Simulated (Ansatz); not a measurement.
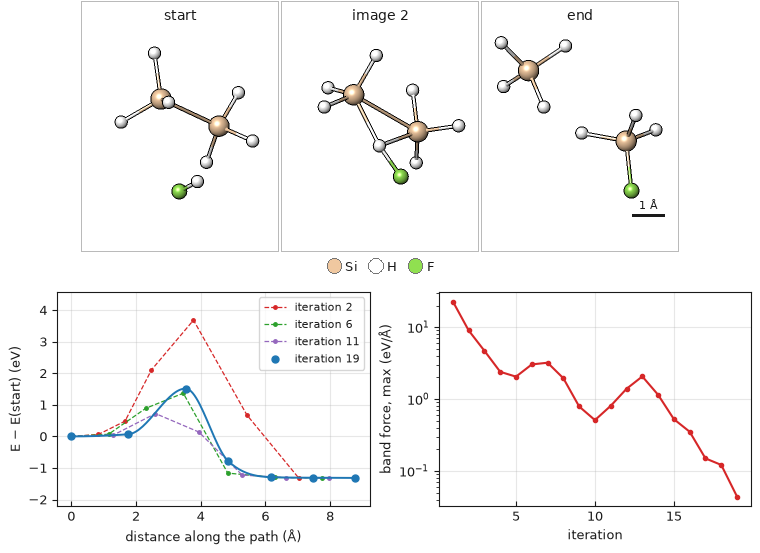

A nudged-elastic-band calculation for Si₂H₇F, made up at the start of Si₂H₆ and HF. Images are numbered from 0 (start) to 6 (end). The plot follows the band through its iterations. A ball-and-stick model, seen from a free direction.

These are results of Ansatz, RKS r2SCAN/6-31G*, not measurements. Settings: 5 movable images; climbing image; force threshold 0.05 eV/Å; iteration limit 60; starting path through a guess of the saddle point.

How did the profile develop, and is the result final?

The result is final at these settings. The band converged in 19 iterations. The largest component of the band force went from 23 to 0.044 eV/Å. The climbing image converged on the top of the path. Its vibrational analysis gives one imaginary mode (1022i cm⁻¹), as a transition state must have. The first iteration put the highest image at 10.63 eV. The energy climbs by 1.51 eV to image 2 and then falls by 2.83 eV, so the end point sits at −1.31 eV.

Limits of the set-up: the start holds two separate molecules, 2.7 Å apart at their closest, whose relative position is a soft coordinate and is computed without a dispersion correction.
